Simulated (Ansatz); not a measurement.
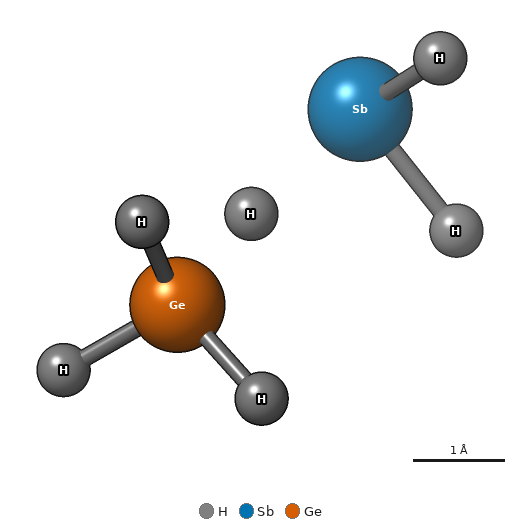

The input geometry (ball-and-stick view, seen at a tilt). Sticks mark near contacts.

# Geometry relaxation of GeSbH₆

- system: GeSbH₆, multiplicity 2
- method: UKS B3LYP-D4/def2-SVP (Ansatz 0.2.0)

The input holds or restrains some coordinates. It belongs to a series of runs on one base structure; here: pulled along the bonds that form and break, towards end B.

## Input
```yaml
crystal:
  periodic: [false, false, false]
  atoms:
    - { symbol: H, position_ang: [-0.561, -0.1009, -0.2267] }
    - { symbol: Sb, position_ang: [-2.0264, 1.4011, -1.025] }
    - { symbol: Ge, position_ang: [0.8886, -1.1909, 0.5855] }
    - { symbol: H, position_ang: [-1.4351, 2.4232, 0.2119] }
    - { symbol: H, position_ang: [-0.7519, 1.9823, -2.0068] }
    - { symbol: H, position_ang: [0.7546, -1.2648, 2.0841] }
    - { symbol: H, position_ang: [2.2582, -0.6375, 0.2937] }
    - { symbol: H, position_ang: [0.8729, -2.6124, 0.0833] }
magnetization:
  spin_polarized: true
  initial_magnetization: 1
basis:
  gaussian: { orbitals: def2-SVP }
hamiltonian:
  xc: b3lyp
  dispersion: d4
relax:
  f_tol: 0.15
  max_steps: 25
  restrain:
    - { distance: [0, 2], at: 1.51, k: 30.0 }
    - { distance: [1, 0], at: 3.0, k: 30.0 }
output:
  orbitals: {}
```

Run as:
```bash
ansatz run input.yaml --threads 2 --pin off --max-ram 3072MiB --backend cpu --events-out ev --progress --plain --runs-dir out
```

## Log
```
The last accepted step is kept in [file] (removed where the run ends without a failure and the disk answers)
Engine: ansatz 0.2.0, x86_64-unknown-linux-gnu
Functional definition: B3LYP
  parameter a0 = 0.2
  parameter ax = 0.72
  parameter ac = 0.81
  exchange = (1 - a0 - ax)*slater_x + ax*b88_x + a0*exact_x
  correlation = (1 - ac)*vwn_rpa_c + ac*lyp_c
1047 factors; integrals over basis functions are off by at most 3.2e-4 eV
mean field evaluation 1: about -63147.1395 eV, gradient 1.2e1 eV
mean field evaluation 2: about -63147.4724 eV, gradient 1.0e1 eV
mean field evaluation 4: about -63147.8271 eV, gradient 3.2e-1 eV
mean field evaluation 8: about -63147.8274 eV, gradient 1.6e-2 eV
mean field -63147.82738665 eV, -2320.6398533246 hartree, gradient 7.2e-5 eV, S^2 0.758127; 0 other end points of the search recorded, 0 dependent functions left out
the calculation of the forces begins
reference -63147.82766897 eV, -2320.6398636998 hartree; 31, 30 occupied and 57, 58 virtual orbitals, 1047 factors
relax step   1: F+E_penalty+E_count = -63148.05022135 eV  Δ(F+E_penalty+E_count) = +0.000e0 eV  max|allowed force component| = 1.286e0 eV/Å  E_restraint = 11.96337131 eV  max|allowed force component, restraints' pulls added| = 2.628e1 eV/Å  Δτ_max = 0.0000 Å  (25 SCF iters, accepted)
  distance H 0 - Ge 2 = 1.9872 Å
  distance Sb 1 - H 0 = 2.2451 Å
these checks for a lower state are left out or cut short: starts, cluster_reference, orbital_swaps, neighbouring_geometries, increment
1047 factors; integrals over basis functions are off by at most 3.3e-4 eV
mean field evaluation 16: about -63148.2895 eV, gradient 5.1e-1 eV
mean field -63148.29534669 eV, -2320.6570505388 hartree, gradient 5.4e-5 eV, S^2 0.753155; 0 other end points of the search recorded, 0 dependent functions left out
the calculation of the forces begins
reference -63148.29562907 eV, -2320.6570609162 hartree; 31, 30 occupied and 57, 58 virtual orbitals, 1047 factors
relax step   2: F+E_penalty+E_count = -63148.49158054 eV  Δ(F+E_penalty+E_count) = -4.414e-1 eV  max|allowed force component| = 1.365e0 eV/Å  E_restraint = 3.61792171 eV  max|allowed force component, restraints' pulls added| = 1.482e1 eV/Å  Δτ_max = 0.1950 Å  (28 SCF iters, accepted)
  distance H 0 - Ge 2 = 1.7282 Å
  distance Sb 1 - H 0 = 2.5600 Å
these checks for a lower state are left out or cut short: starts, cluster_reference, orbital_swaps, neighbouring_geometries, increment
1047 factors; integrals over basis functions are off by at most 5.6e-4 eV
mean field -63148.51464730 eV, -2320.6651096875 hartree, gradient 1.4e-5 eV, S^2 0.752675; 0 other end points of the search recorded, 0 dependent functions left out
the calculation of the forces begins
reference -63148.51492961 eV, -2320.6651200623 hartree; 31, 30 occupied and 57, 58 virtual orbitals, 1047 factors
relax step   3: F+E_penalty+E_count = -63148.70350852 eV  Δ(F+E_penalty+E_count) = -2.119e-1 eV  max|allowed force component| = 9.903e-1 eV/Å  E_restraint = 0.17780460 eV  max|allowed force component, restraints' pulls added| = 2.423e0 eV/Å  Δτ_max = 0.1961 Å  (27 SCF iters, accepted)
  distance H 0 - Ge 2 = 1.5118 Å
  distance Sb 1 - H 0 = 2.8911 Å
these checks for a lower state are left out or cut short: starts, cluster_reference, orbital_swaps, neighbouring_geometries, increment
1047 factors; integrals over basis functions are off by at most 5.8e-4 eV
mean field evaluation 32: about -63148.5870 eV, gradient 5.7e-4 eV
mean field -63148.58695788 eV, -2320.6677670527 hartree, gradient 1.4e-5 eV, S^2 0.752579; 0 other end points of the search recorded, 0 dependent functions left out
the calculation of the forces begins
reference -63148.58724524 eV, -2320.6677776129 hartree; 31, 30 occupied and 57, 58 virtual orbitals, 1047 factors
relax step   4: F+E_penalty+E_count = -63148.77146150 eV  Δ(F+E_penalty+E_count) = -6.795e-2 eV  max|allowed force component| = 4.865e-1 eV/Å  E_restraint = 0.00901543 eV  max|allowed force component, restraints' pulls added| = 6.102e-1 eV/Å  Δτ_max = 0.2000 Å  (28 SCF iters, accepted)
  distance H 0 - Ge 2 = 1.5223 Å
  distance Sb 1 - H 0 = 2.9788 Å
these checks for a lower state are left out or cut short: starts, cluster_reference, orbital_swaps, neighbouring_geometries, increment
1047 factors; integrals over basis functions are off by at most 5.7e-4 eV
mean field -63148.55779538 eV, -2320.6666953505 hartree, gradient 2.3e-5 eV, S^2 0.752722; 0 other end points of the search recorded, 0 dependent functions left out
the calculation of the forces begins
reference -63148.55808061 eV, -2320.6667058325 hartree; 31, 30 occupied and 57, 58 virtual orbitals, 1047 factors
relax step   5: F+E_penalty+E_count = -63148.74217815 eV  Δ(F+E_penalty+E_count) = +2.928e-2 eV  max|allowed force component| = 3.460e-1 eV/Å  E_restraint = 0.01811332 eV  max|allowed force component, restraints' pulls added| = 7.671e-1 eV/Å  Δτ_max = 0.1944 Å  (27 SCF iters, rejected (line search))
  distance H 0 - Ge 2 = 1.5344 Å
  distance Sb 1 - H 0 = 3.0247 Å
these checks for a lower state are left out or cut short: starts, cluster_reference, orbital_swaps, neighbouring_geometries, increment
1047 factors; integrals over basis functions are off by at most 5.6e-4 eV
mean field -63148.60459754 eV, -2320.6684152981 hartree, gradient 2.5e-5 eV, S^2 0.752599; 0 other end points of the search recorded, 0 dependent functions left out
the calculation of the forces begins
reference -63148.60488167 eV, -2320.6684257397 hartree; 31, 30 occupied and 57, 58 virtual orbitals, 1047 factors
relax step   6: F+E_penalty+E_count = -63148.78861297 eV  Δ(F+E_penalty+E_count) = -1.715e-2 eV  max|allowed force component| = 3.108e-1 eV/Å  E_restraint = 0.00244101 eV  max|allowed force component, restraints' pulls added| = 1.981e-2 eV/Å  Δτ_max = 0.0716 Å  (27 SCF iters, accepted)
  distance H 0 - Ge 2 = 1.5227 Å
  distance Sb 1 - H 0 = 3.0012 Å
1047 factors; integrals over basis functions are off by at most 5.6e-4 eV
mean field evaluation 64: about -63148.6046 eV, gradient 5.5e-5 eV
```

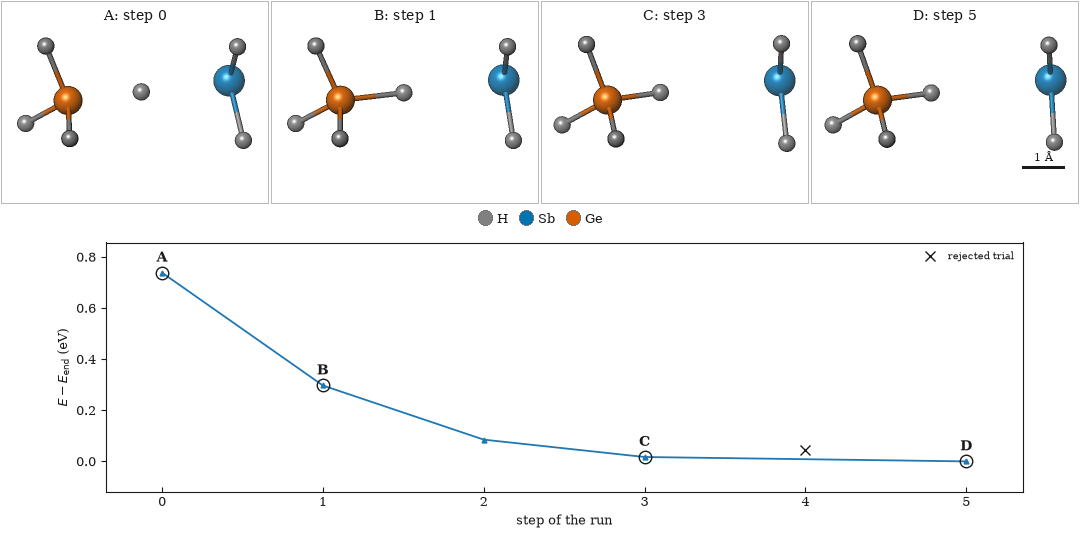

Frames of the restrained relaxation (ball-and-stick view, seen at a tilt) above the curves, on which the letters mark them (the first geometry is step 0 here and step 1 in the log).

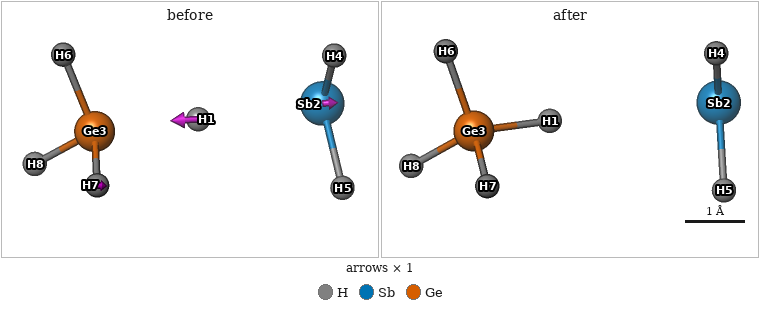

Before (left) and after (right) the restrained relaxation, at one scale (ball-and-stick view, seen at a tilt). The pink arrows give the displacements, at true length. After 5 geometry steps the energy has fallen by 0.738 eV. The largest force component goes from 1.3 to 0.31 eV/Å. The line search rejected the trial step at point 4 (counted from 0) and went back. The atom that moves furthest after the best rigid fit is H1 (0.49 Å). By element the largest moves are H 0.49 Å, Sb 0.28 Å, Ge 0.04 Å. Among the contacts that change: H1–Ge3 1.987 → 1.523 Å, Ge3–H6 1.506 → 1.540 Å, Sb2–H4 1.710 → 1.727 Å. New bonds form: H1–Ge3 (1.99 → 1.52 Å). Among the angles that change: H4–Sb2–H5 87.4° → 90.2°, H6–Ge3–H7 107.0° → 109.5°. (Atoms are counted from 1 in the order of the input.)

```
mean field -63148.60459754 eV, -2320.6684152981 hartree, gradient 2.5e-5 eV, S^2 0.752599; 1 other end points of the search recorded, 0 dependent functions left out
the calculation of the forces begins
reference -63148.60488167 eV, -2320.6684257397 hartree; 31, 30 occupied and 57, 58 virtual orbitals, 1047 factors
Total energy: -63148.78889710 eV, -2320.6751881821 hartree
Atom 0 at    -0.312333    -0.488326    -0.052503 Å, force    -0.273513     0.155264    -0.146576 eV/Å
Atom 1 at    -2.142747     1.642203    -1.109691 Å, force    -0.041811     0.020990    -0.018205 eV/Å
Atom 2 at     0.863122    -1.219725     0.581512 Å, force     0.310793    -0.180126     0.164339 eV/Å
Atom 3 at    -1.453059     2.467472     0.241613 Å, force     0.010493    -0.002048     0.006838 eV/Å
Atom 4 at    -0.740181     1.998892    -2.052134 Å, force     0.011677    -0.003478     0.002038 eV/Å
Atom 5 at     0.701476    -1.223502     2.113358 Å, force    -0.005203     0.007889     0.001430 eV/Å
Atom 6 at     2.174415    -0.504210     0.205851 Å, force    -0.004048     0.001866     0.000318 eV/Å
Atom 7 at     0.909208    -2.672703     0.071994 Å, force    -0.008387    -0.000357    -0.010182 eV/Å
Dipole moment:    -0.034505    -0.048006    -0.001609 e Å
```

## Trajectory as extended XYZ (Å, eV, eV/Å), 6 frames, from step=1 to step=6
```
8
Properties=species:S:1:pos:R:3:forces:R:3 step=1 energy=-63148.05022
H    -0.5610   -0.1009   -0.2267    1.0595  -0.7742   0.5996
Sb   -2.0264    1.4011   -1.0250    0.0845  -0.2830   0.0880
Ge    0.8886   -1.1909    0.5855   -1.2862   0.9227  -0.7172
H    -1.4351    2.4232    0.2119   -0.0274   0.1175   0.2392
H    -0.7519    1.9823   -2.0068    0.1266   0.0069  -0.2272
H     0.7546   -1.2648    2.0841   -0.2812   0.1337   0.7016
H     2.2582   -0.6375    0.2937    0.5385   0.4712  -0.2841
H     0.8729   -2.6124    0.0833   -0.2142  -0.5947  -0.3998
8
Properties=species:S:1:pos:R:3:forces:R:3 step=2 energy=-63148.49158
H    -0.4279   -0.2229   -0.1533    1.3651  -0.9826   0.7598
Sb   -2.1050    1.4814   -1.0676    0.0757   0.0954   0.0287
Ge    0.8410   -1.1554    0.5588   -0.7901   0.5017  -0.4318
H    -1.4362    2.4244    0.2133   -0.0993  -0.0132   0.1084
H    -0.7517    1.9827   -2.0089    0.0051  -0.0569  -0.1469
H     0.7516   -1.2628    2.0854   -0.3133   0.2107   0.2061
H     2.2578   -0.6344    0.2916    0.0289   0.3631  -0.2412
H     0.8701   -2.6128    0.0808   -0.2721  -0.1183  -0.2832
8
Properties=species:S:1:pos:R:3:forces:R:3 step=3 energy=-63148.70351
H    -0.2883   -0.3372   -0.0764   -0.2859   0.2429  -0.1744
Sb   -2.1884    1.5782   -1.1154    0.3089   0.2591   0.0794
Ge    0.8230   -1.1493    0.5491    0.9903  -0.7122   0.5721
H    -1.4422    2.4203    0.2134   -0.1990  -0.1113  -0.0295
H    -0.7554    1.9790   -2.0122   -0.1517  -0.1065  -0.0711
H     0.7400   -1.2545    2.0861   -0.2688   0.1866   0.0155
H     2.2511   -0.6233    0.2836   -0.1598   0.2508  -0.1848
H     0.8600   -2.6131    0.0718   -0.2341  -0.0095  -0.2071
8
Properties=species:S:1:pos:R:3:forces:R:3 step=4 energy=-63148.77146
H    -0.3444   -0.5277   -0.0530   -0.2261   0.1826  -0.1343
Sb   -2.1028    1.6377   -1.0981   -0.2347  -0.0784  -0.0552
Ge    0.8527   -1.2247    0.5784    0.4865  -0.2803   0.2424
H    -1.4950    2.5247    0.2515    0.1218   0.0344  -0.0479
H    -0.7580    2.0384   -2.1016    0.0813   0.0648   0.0881
H     0.7301   -1.2424    2.1122   -0.0900   0.0488   0.0362
H     2.1787   -0.5248    0.2193   -0.0814   0.0780  -0.0656
H     0.9388   -2.6811    0.0912   -0.0575  -0.0499  -0.0637
8
Properties=species:S:1:pos:R:3:forces:R:3 step=5 energy=-63148.74218 accepted=F
H    -0.3990   -0.6568   -0.0369   -0.1701   0.0510  -0.0837
Sb   -2.1175    1.5972   -1.0929    0.3460   0.2997   0.0420
Ge    0.8604   -1.2666    0.5929    0.1867   0.2400  -0.0728
H    -1.3872    2.5433    0.1637   -0.2401  -0.1061   0.1522
H    -0.7131    2.0953   -1.9805   -0.1317  -0.1813  -0.2055
H     0.6932   -1.2008    2.1266    0.1039  -0.0752  -0.0670
H     2.0674   -0.3910    0.1326   -0.1805  -0.2752   0.1502
H     0.9957   -2.7203    0.0944    0.0858   0.0472   0.0845
8
Properties=species:S:1:pos:R:3:forces:R:3 step=6 energy=-63148.78861
H    -0.3123   -0.4883   -0.0525   -0.2735   0.1553  -0.1466
Sb   -2.1427    1.6422   -1.1097   -0.0418   0.0210  -0.0182
Ge    0.8631   -1.2197    0.5815    0.3108  -0.1801   0.1643
H    -1.4531    2.4675    0.2416    0.0105  -0.0020   0.0068
H    -0.7402    1.9989   -2.0521    0.0117  -0.0035   0.0020
H     0.7015   -1.2235    2.1134   -0.0052   0.0079   0.0014
H     2.1744   -0.5042    0.2059   -0.0040   0.0019   0.0003
H     0.9092   -2.6727    0.0720   -0.0084  -0.0004  -0.0102
```

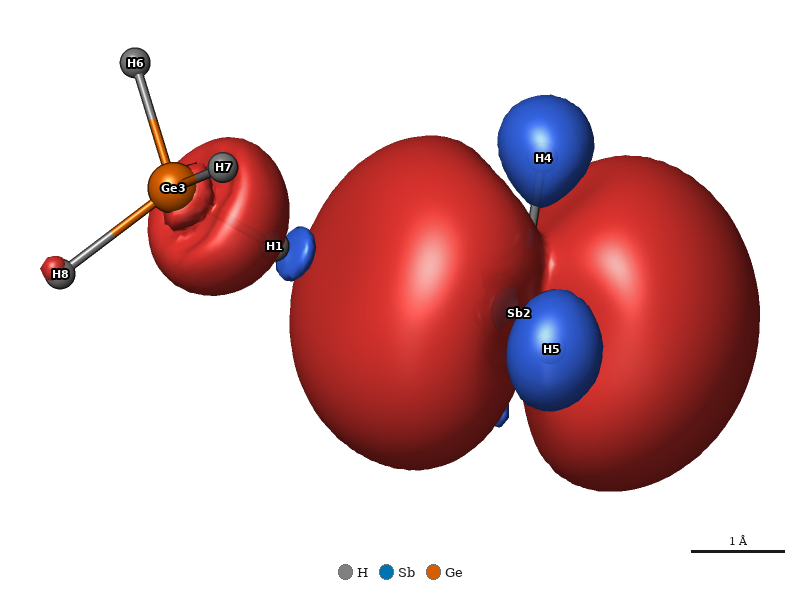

Isosurfaces of the spin density at +0.004 (red) and −0.004 e/Å³ (blue), seen at a tilt. The unpaired spin (1 electron) lies mostly on Sb2 (about 0.9), in electrons by Hirshfeld's partition.

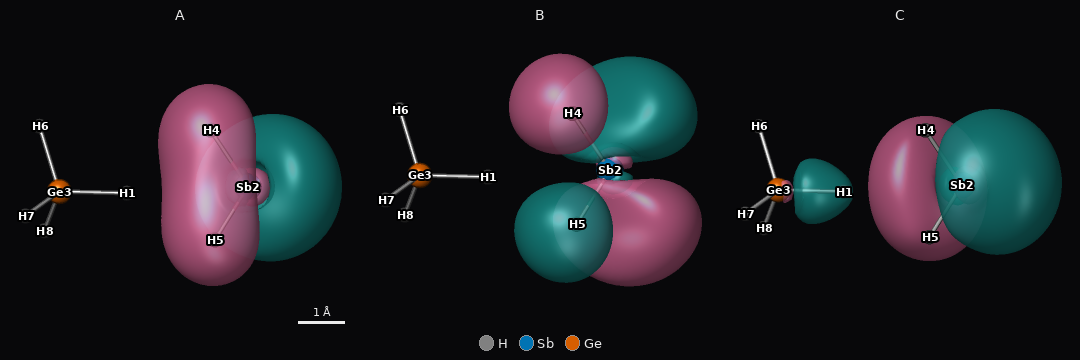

Three frontier orbitals at ±0.08 Å⁻³ᐟ² (teal and pink are the two phases). A is the HOMO−1 (α) (−7.86 eV). By Hirshfeld shares it lies mainly on Sb2 (70 %), H5 (15 %) and H4 (15 %). C is the HOMO (α) (−5.82 eV). By Hirshfeld shares it lies mainly on Sb2 (90 %). B is the LUMO (α) (−0.27 eV). Its weight (Hirshfeld) is mainly on Sb2 (70 %), H4 (15 %) and H5 (15 %). The HOMO–LUMO gap is 5.55 eV between the orbital energies.

## Summary

| quantity | value |
| --- | --- |
| outcome | converged under the restraints of the input |
| total energy | −63148.7889 eV |
| mean-field energy | −63148.6049 eV |
| ⟨S²⟩ | 0.753 |
| largest force (length of the vector) at the end, held atoms and coordinates included | 0.395 eV/Å |
| hardware | 2 threads of Intel Xeon (Sapphire Rapids), 16 GiB of memory available, shared host |
| wall time | 20 s (CPU time 38 s) |
| peak memory | 0.3 GiB |
